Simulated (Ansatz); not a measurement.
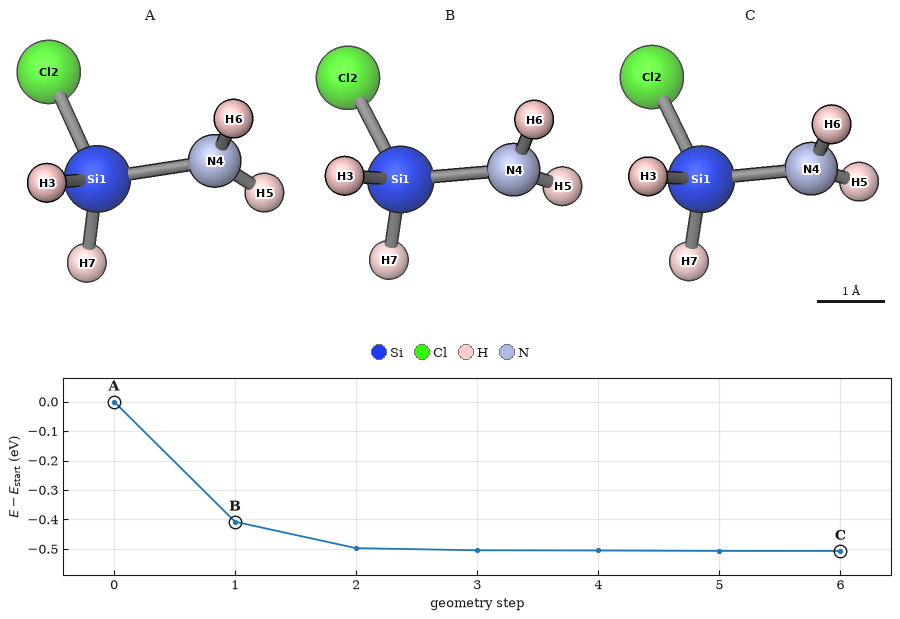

Frames of a relaxation of SiNH₄Cl, marked on the history of the run. Style: ball-and-stick. Shown at a tilt.

The run prepares the start of a later molecular dynamics calculation, from a guessed geometry.

Computed with RHF/6-31G* (Ansatz).

Input file:
```yaml
crystal:
  periodic: [false, false, false]
  atoms:
    - { symbol: Si, position_ang: [0.0, 0.0, 0.0] }
    - { symbol: Cl, position_ang: [0.0, 0.0, 2.13] }
    - { symbol: H, position_ang: [1.3768, 0.0, -0.4862] }
    - { symbol: "N", position_ang: [-0.8572, 1.4851, -0.6061] }
    - { symbol: H, position_ang: [-1.8773, 1.43, -0.8888] }
    - { symbol: H, position_ang: [-0.3367, 2.4058, -0.6766] }
    - { symbol: H, position_ang: [-0.6877, -1.1914, -0.4862] }
basis:
  gaussian: { orbitals: "6-31G*" }
hamiltonian:
  xc: hf
relax:
  f_tol: 0.02
  max_steps: 40
output:
  orbitals: {}
```

Launched with:
```bash
ansatz run input.yaml --threads 1 --pin off --max-ram 2048MiB --backend cpu --events-out ev --progress --plain --runs-dir out
```

What happens along the run?

After 6 geometry steps the energy has fallen by 0.507 eV. The largest force component goes from 2.7 to 0.0041 eV/Å. The largest move after the best rigid fit is that of H5, 0.18 Å. Largest moves by element: H 0.18 Å, N 0.14 Å, Cl 0.09 Å, Si 0.07 Å. Among the contacts that change: Si1–N4 1.819 → 1.703 Å, N4–H5 1.060 → 0.998 Å, Si1–Cl2 2.130 → 2.084 Å, Si1–H3 1.460 → 1.465 Å. Bond angles that change, for instance: H5–N4–H6 120.0° → 111.4°, Cl2–Si1–N4 109.5° → 114.4°, Cl2–Si1–H3 109.5° → 105.6°. From step 0 to 1: N4 moves most (0.16 Å), energy −0.408 eV. From step 1 to 6: H5 moves most (0.09 Å), energy −0.099 eV.
